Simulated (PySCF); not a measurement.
**Run report: GaAs₂H₅O, excited-state calculation**

The run: excited-state calculation of GaAs₂H₅O. Method and program: TDDFT CAM-B3LYP/def2-SVPD, vertical, gas phase, core orbitals frozen in the response (PySCF 2.14.0).

The geometry comes from this level: PBE0-D3(BJ)/def2-SVP.

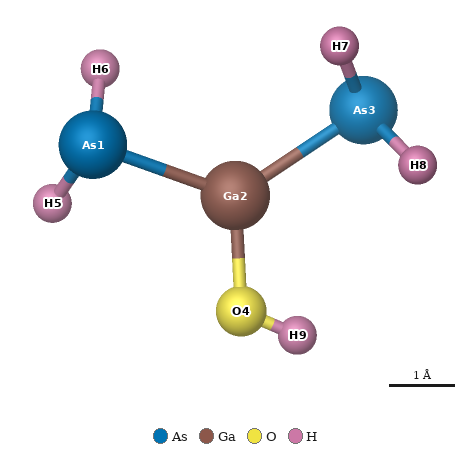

**Figure 1.** The input geometry (ball-and-stick view, seen on its broad side; atoms are numbered from 1 in the order of the input). Sticks mark near contacts. Bond lengths as drawn: As–Ga 2.41 to 2.43 Å, As–H 1.52 to 1.53 Å, Ga–O 1.79 Å and H–O 0.96 Å.

The input:
```
{"job": {"kind": "uv", "xc": "CAM-B3LYP", "basis": "def2-SVPD", "nstates": 6, "ntriplets": 2, "ip": true}, "charge": 0, "multiplicity": 1}
As     2.080066     1.067753    -0.387052
Ga     0.080293    -0.263833    -0.152357
As    -1.966788     0.301430     1.028934
O      0.208060    -1.842917    -0.989244
H      2.935525    -0.123061     0.032116
H      1.952364     1.577712     1.045753
H     -1.855875     1.750185     0.564747
H     -2.810682    -0.093549    -0.181004
H     -0.578714    -2.396874    -0.970443
```

The first line tells a small driver script what to run in PySCF; the rest is the geometry in Å.

Hardware: 1 CPU thread, shared host.

Run as:
```bash
OMP_NUM_THREADS=1 python <driver script> task.json out
```

Log:
```
coarse grid: 39624 points
cycle   1  E = -6474.2357677185  dE = -1.861e+00  |g| = 9.097e-01  |ddm| = 3.487e+00
cycle   2  E = -6473.9882907677  dE =  2.475e-01  |g| = 1.464e+00  |ddm| = 2.465e+00
cycle   3  E = -6474.3774486863  dE = -3.892e-01  |g| = 1.441e-01  |ddm| = 1.590e+00
cycle   4  E = -6474.3809075432  dE = -3.459e-03  |g| = 5.676e-02  |ddm| = 1.992e-01
cycle   5  E = -6474.3813291428  dE = -4.216e-04  |g| = 1.245e-02  |ddm| = 5.546e-02
cycle   6  E = -6474.3813548166  dE = -2.567e-05  |g| = 2.680e-03  |ddm| = 2.049e-02
cycle   7  E = -6474.3813569645  dE = -2.148e-06  |g| = 9.036e-04  |ddm| = 6.216e-03
final grid: 77512 points
cycle   8  E = -6474.3812986078  dE = -1.861e-07  |g| = 7.953e-04  |ddm| = 2.990e-03
cycle   9  E = -6474.3812986326  dE = -2.485e-08  |g| = 7.733e-04  |ddm| = 1.982e-03
cycle  10  E = -6474.3812986919  dE = -5.931e-08  |g| = 4.914e-05  |ddm| = 9.026e-04
cycle  11  E = -6474.3812986927  dE = -7.640e-10  |g| = 3.208e-05  |ddm| = 8.731e-05
cycle  12  E = -6474.3812986930  dE = -2.947e-10  |g| = 1.010e-05  |ddm| = 7.366e-05
```

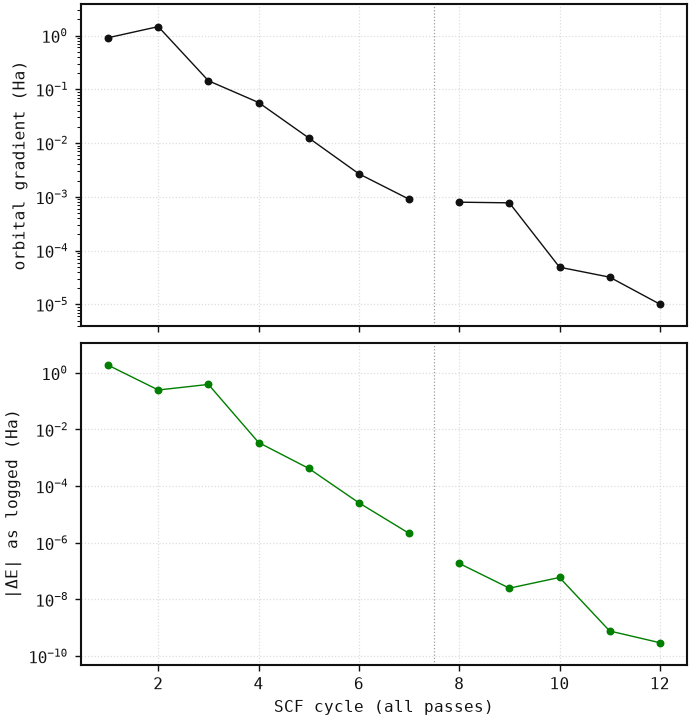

**Figure 2.** Convergence of the self-consistent field: orbital gradient and size of the energy change against the SCF cycle. The dotted line marks the change from a coarse to the final integration grid. The first 7 cycles use a coarse grid, the final grid takes over at cycle 8, and the field converges after 12 cycles in all.

```
converged SCF energy = -6474.3812986930

Static polarisability (au): isotropic 105.613, principal 79.123 95.455 142.262

Singlet excitations
state   eV       nm        f      main configurations
  1   4.7430    261.4   0.00163   H->L 0.79, H->L+1 0.17
  2   5.4095    229.2   0.29532   H->L+1 0.73, H->L 0.16
  3   5.7169    216.9   0.05000   H->L+3 0.40, H->L+2 0.39
  4   5.9887    207.0   0.02417   H->L+3 0.31, H->L+4 0.29, H->L+2 0.16
  5   6.0225    205.9   0.03414   H->L+4 0.57, H->L+3 0.14, H->L+2 0.14
  6   6.2741    197.6   0.03943   H-1->L+1 0.60, H->L+5 0.13, H-1->L 0.09

Triplet excitations (Tamm-Dancoff, eV): 4.2944 4.4533
Vertical ionisation energy (delta-SCF) = 8.8417 eV
```

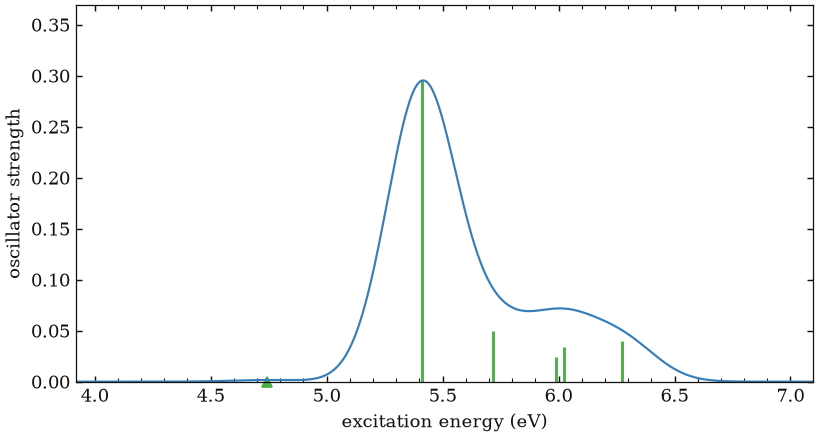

**Figure 3.** Computed excitations as sticks (degenerate states added up, dark ones marked on the axis), with a Gaussian envelope of 0.35 eV full width at half maximum, scaled to the tallest. Of the 6 states the lowest lies at 4.74 eV (f = 0.002); the strongest line is at 5.41 eV, or 229 nm (f = 0.295).

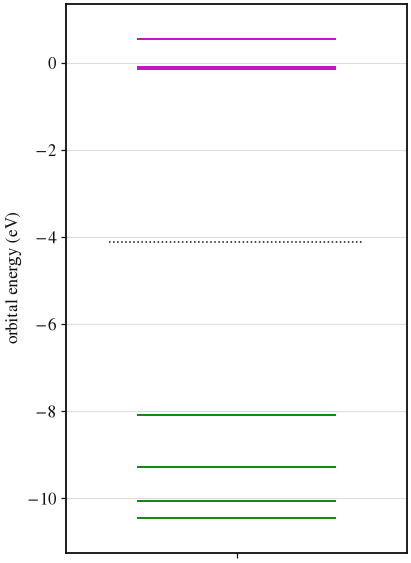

**Figure 4.** Orbital energies near the frontier; the dotted line parts filled from empty levels, and levels within 0.02 eV of each other stand side by side. Highest filled −8.08 eV, lowest empty −0.15 eV, 7.93 eV apart.

Key numbers:

- outcome: converged
- total energy: −6474.381299 hartree
- HOMO: −8.08 eV
- LUMO: −0.15 eV
- dipole moment: 1.39 D
- mean polarisability: 105.61 a.u.
- vertical ionisation energy: 8.84 eV
- lowest singlet excitation: 4.74 eV
- wall time: 2.5 min
- peak memory: 0.9 GiB

Notes:

Spin–orbit coupling is left out, which matters for the heavy atoms. Checks after the run noted: ea_vertical: SCF of the ion did not converge.
